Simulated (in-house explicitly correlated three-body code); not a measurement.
Two electrons around a point charge Z = 18, with all interactions Yukawa-screened by 1.8 bohr⁻¹. Computed variationally in 260 exponentially correlated functions with an in-house code, non-relativistic, converged to about 10⁻⁸ of the energy. Wanted, and plotted below: the bound S and P states that converged, by term and principal number n, on a logarithmic scale of binding.

The ground state is bound by 3333 eV. The n = 2 states drawn run, from the deepest, 2 ³S (391.3 eV), 2 ¹S (375.0 eV), 2 ³P (346.9 eV), 2 ¹P (335.5 eV). Exchange puts 2 ³S below 2 ¹S by 16.4 eV and 2 ³P below 2 ¹P by 11.4 eV.

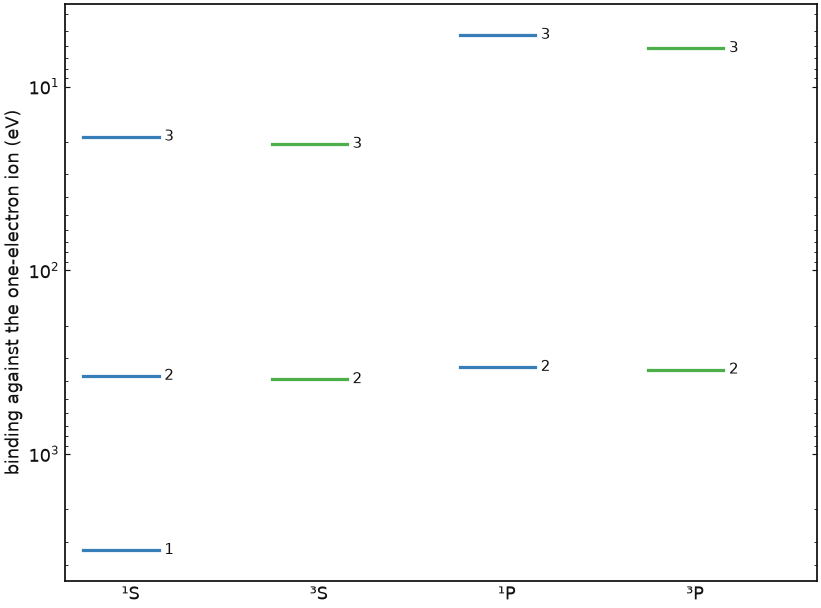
